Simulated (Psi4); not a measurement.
# One shape, several levels: OF (Oxygen monofluoride)

Wanted: a comparison of 3 runs (UB3LYP/6-31G*, UCCSD(T)/cc-pVDZ) of OF (Oxygen monofluoride). 

The calculation is run with Psi4 1.11.

### 1 The molecule

OF has 2 atoms, charge 0, and is taken as a doublet. As SMILES, `[O]F`. Geometry: relaxed at GFN2-xTB.

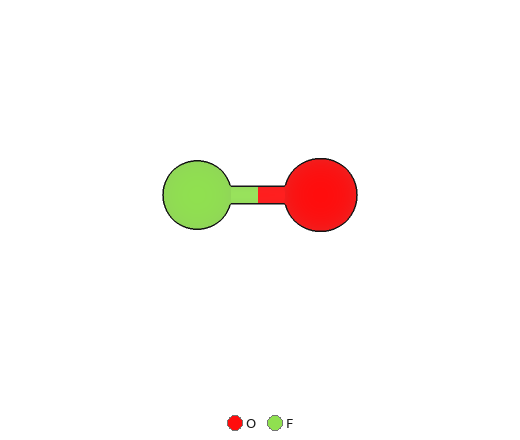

Viewed from a chosen angle; oxygen red, fluorine green.

### 2 A single-point energy at UB3LYP/6-31G(d) (spherical functions) (run 1)

input.inp

```
memory 1600 mb

molecule geom {
  0 2
  O      0.00000000     0.00000000     0.00000000
  F      0.00000000     0.00000000     2.45371489
  units au
  symmetry c1
}

set {
  reference uks
  puream true
  e_convergence 1e-09
  d_convergence 1e-08
  scf_type pk
  dft_radial_points 99
  dft_spherical_points 590
  maxiter 200
}

energy_value, wavefunction = energy("b3lyp/6-31G*", return_wfn=True)
print_variables()
```

Launch:

```bash
$ psi4 -i input.inp -o input.out -n 1
```

input.out:

```text
[...]
  Running in c1 symmetry.
[...]
  Nuclear repulsion =   29.343262452142515
[...]
  Multiplicity = 2
[...]
  Nalpha       = 9
  Nbeta        = 8
[...]
    Number of basis functions: 28
[...]
   @UKS iter   1:  -174.82993123800287   -2.69309e-01   9.81246e-03 ADIIS/DIIS
[...]
   @UKS iter  11:  -174.86382870695317   -2.07478e-12   6.55042e-09 DIIS
[...]
   @S^2 Observed:                7.522346733E-01
[...]
    Orbital Energies [Eh]
    ---------------------
    Alpha Occupied:
       1A    -24.797438     2A    -19.295148     3A     -1.352340
       4A     -0.937450     5A     -0.570455     6A     -0.567727
       7A     -0.533182     8A     -0.371454     9A     -0.317379
    Alpha Virtual:
      10A      0.029789    11A      0.760083    12A      0.807008
      13A      0.847027    14A      0.941340    15A      1.159545
      16A      1.160019    17A      1.177042    18A      1.488343
      19A      1.515032    20A      1.595873    21A      1.596038
      22A      1.733428    23A      1.917407    24A      1.917817
      25A      2.256076    26A      2.489285    27A      2.519133
[...]
  @UKS Final Energy:  -174.86382870695317
   => Energetics <=
    Nuclear Repulsion Energy =             29.3432624521425147
    One-Electron Energy =                -300.5443240330945400
    Two-Electron Energy =                 111.6339170413687611
    DFT Exchange-Correlation Energy =     -15.2966841673699427
    Empirical Dispersion Energy =           0.0000000000000000
    VV10 Nonlocal Energy =                  0.0000000000000000
    Total Energy =                       -174.8638287069531714
[...]
 Multipole Moments:
 ------------------------------------------------------------------------------------
     Multipole            Electronic (a.u.)      Nuclear  (a.u.)        Total (a.u.)
 ------------------------------------------------------------------------------------
 L = 1.  Multiply by 2.5417464519 to convert [e a0] to [Debye]
 Dipole X            :         -0.0000000            0.0000000           -0.0000000
 Dipole Y            :          0.0000000            0.0000000            0.0000000
 Dipole Z            :          0.6581460           -0.5632697            0.0948763
 Magnitude           :                                                    0.0948763
[...]
```

Run time: 3.9 s. Hardware: 1 thread of Intel Xeon 6975P-C (Granite Rapids), shared host; peak memory 0.29 GiB.

### 3 Energy and forces at UB3LYP/6-31G(d) (Cartesian functions) (run 2)

input.in

```
memory 1600 MB

molecule system {
  0 2
  O      0.000000     0.000000     0.000000
  F      0.000000     0.000000     1.298450
  symmetry c1
  no_reorient
  no_com
}

set {
  basis                6-31G*
  reference            uks
  puream               false
  e_convergence        1e-09
  d_convergence        1e-08
  scf_type             pk
  dft_radial_points    99
  dft_spherical_points 590
  maxiter              200
}

E, wfn = gradient("b3lyp", return_wfn=True)
oeprop(wfn, "LOWDIN_CHARGES", "DIPOLE", "MAYER_INDICES")
```

Launch:

```bash
$ psi4 input.in input.out -n 1
```

input.out:

```text
[...]
  Running in c1 symmetry.
[...]
  Nuclear repulsion =   29.343262480834841
[...]
  Multiplicity = 2
[...]
  Nalpha       = 9
  Nbeta        = 8
[...]
    Number of basis functions: 30
[...]
   @UKS iter   1:  -174.83221449968565   -2.72934e-01   9.32060e-03 DIIS/ADIIS
[...]
   @UKS iter  11:  -174.86692198529113   -3.12639e-12   8.46486e-09 DIIS
[...]
   @S^2 Observed:                7.522482419E-01
[...]
    Orbital Energies [Eh]
    ---------------------
    Alpha Occupied:
       1A    -24.804263     2A    -19.302414     3A     -1.352815
       4A     -0.937867     5A     -0.571134     6A     -0.568000
       7A     -0.533451     8A     -0.371915     9A     -0.317831
    Alpha Virtual:
      10A      0.029462    11A      0.701422    12A      0.750336
      13A      0.806549    14A      0.846569    15A      1.070866
      16A      1.159133    17A      1.176613    18A      1.488384
      19A      1.515078    20A      1.585809    21A      1.595750
      22A      1.595918    23A      1.917240    24A      1.917280
      25A      2.247215    26A      2.489210    27A      2.519052
[...]
  @UKS Final Energy:  -174.86692198529113
   => Energetics <=
    Nuclear Repulsion Energy =             29.3432624808348415
    One-Electron Energy =                -300.5249858440641333
    Two-Electron Energy =                 111.6000318324378355
    DFT Exchange-Correlation Energy =     -15.2852304544996827
    Empirical Dispersion Energy =           0.0000000000000000
    VV10 Nonlocal Energy =                  0.0000000000000000
    Total Energy =                       -174.8669219852911851
[...]
  -Total Gradient:
     Atom            X                  Y                   Z
    ------   -----------------  -----------------  -----------------
       1       -0.000000000000    -0.000000000000     0.053404773757
       2        0.000000000000     0.000000000000    -0.053404872307
[...]
 Multipole Moments:
 ------------------------------------------------------------------------------------
     Multipole            Electronic (a.u.)      Nuclear  (a.u.)        Total (a.u.)
 ------------------------------------------------------------------------------------
 L = 1.  Multiply by 2.5417464519 to convert [e a0] to [Debye]
 Dipole X            :          0.0000000            0.0000000            0.0000000
 Dipole Y            :          0.0000000            0.0000000            0.0000000
 Dipole Z            :        -21.9847792           22.0834340            0.0986548
 Magnitude           :                                                    0.0986548
[...]
```

Run time: 4.2 s. Hardware: 1 thread of Intel Xeon 6975P-C (Granite Rapids), shared host; peak memory 0.3 GiB.

### 4 A single-point energy at UCCSD(T)/cc-pVDZ (run 3)

input.in

```
memory 1600 mb

molecule geom {
  0 2
  O
  F 1 1.29845
  symmetry c1
}

set basis cc-pVDZ
set reference uhf
set puream true
set e_convergence 1e-09
set d_convergence 1e-08
set scf_type pk
set num_frozen_docc 2
set maxiter 200

E = energy("ccsd(t)")
print_variables()
```

Launch:

```bash
$ psi4 input.in input.out -n 1
```

input.out:

```text
[...]
  Running in c1 symmetry.
[...]
  Nuclear repulsion =   29.343262480834845
[...]
  Multiplicity = 2
[...]
  Nalpha       = 9
  Nbeta        = 8
[...]
    Number of basis functions: 28
[...]
   @UHF iter   1:  -174.08238865006214   -6.32525e-01   1.09625e-02 DIIS/ADIIS
[...]
   @UHF iter  15:  -174.13469895451419   -1.70530e-13   2.76790e-09 DIIS
[...]
   @S^2 Observed:                7.586024579E-01
[...]
    Orbital Energies [Eh]
    ---------------------
    Alpha Occupied:
       1A    -26.390839     2A    -20.752968     3A     -1.764717
       4A     -1.313351     5A     -0.839736     6A     -0.794766
       7A     -0.750873     8A     -0.625473     9A     -0.561859
    Alpha Virtual:
      10A      0.266348    11A      1.060398    12A      1.090584
      13A      1.116404    14A      1.378207    15A      1.434606
      16A      1.447632    17A      1.517930    18A      2.319052
      19A      2.692392    20A      2.746467    21A      2.779271
      22A      2.781367    23A      3.073268    24A      3.911093
      25A      3.911098    26A      4.153277    27A      4.172396
[...]
  @UHF Final Energy:  -174.13469895451419
   => Energetics <=
    Nuclear Repulsion Energy =             29.3432624808348450
    One-Electron Energy =                -300.4030993900528301
    Two-Electron Energy =                  96.9251379547037999
    Total Energy =                       -174.1346989545141923
  UHF NO Occupations:
  HONO-2 :    7  A 1.9992040
  HONO-1 :    8  A 1.9974396
[...]
 Multipole Moments:
 ------------------------------------------------------------------------------------
     Multipole            Electronic (a.u.)      Nuclear  (a.u.)        Total (a.u.)
 ------------------------------------------------------------------------------------
 L = 1.  Multiply by 2.5417464519 to convert [e a0] to [Debye]
 Dipole X            :          0.0000000            0.0000000            0.0000000
 Dipole Y            :          0.0000000            0.0000000            0.0000000
 Dipole Z            :          0.4268246           -0.5632697           -0.1364451
 Magnitude           :                                                    0.1364451
[...]
      * MP2 total energy                      = -174.470449126820455
[...]
      * CCSD total energy                     = -174.486910408461370
[...]
      * CCSD(T) total energy                     = -174.494346227673333
[...]
```

It took 5.7 s on 1 thread of Intel Xeon 6975P-C (Granite Rapids), shared host; peak memory 0.21 GiB.

### 5 Overview of the runs

```csv
run,level,task,Cartesian functions,energy (Eh),dipole moment (D),HOMO energy (eV),LUMO energy (eV),wall time
1,UB3LYP/6-31G* (spherical functions),energy,no,-174.863829,0.24,-8.09,-4.51,3.9 s
2,UB3LYP/6-31G* (Cartesian functions),gradient,yes,-174.866922,0.25,-8.10,-4.52,4.2 s
3,UCCSD(T)/cc-pVDZ,energy,no,-174.494346,–,-14.30,2.58,5.7 s
```

### 6 Results

```
                                                         quantity          value
                                              run 3: total energy  -174.49435 Eh
run 3: HOMO energy (Hartree–Fock orbitals) (highest over α and β)      -14.30 eV
 run 3: LUMO energy (Hartree–Fock orbitals) (lowest over α and β)        2.58 eV
               run 3: correlation energy (2 core orbitals frozen)     -359.6 mEh
                                            run 3: (T) correction      -7.44 mEh
                         run 3: ⟨S²⟩ of the reference determinant          0.759
                                             run 3: T1 diagnostic          0.038
```

All runs together took 14 s, the longest 5.7 s.
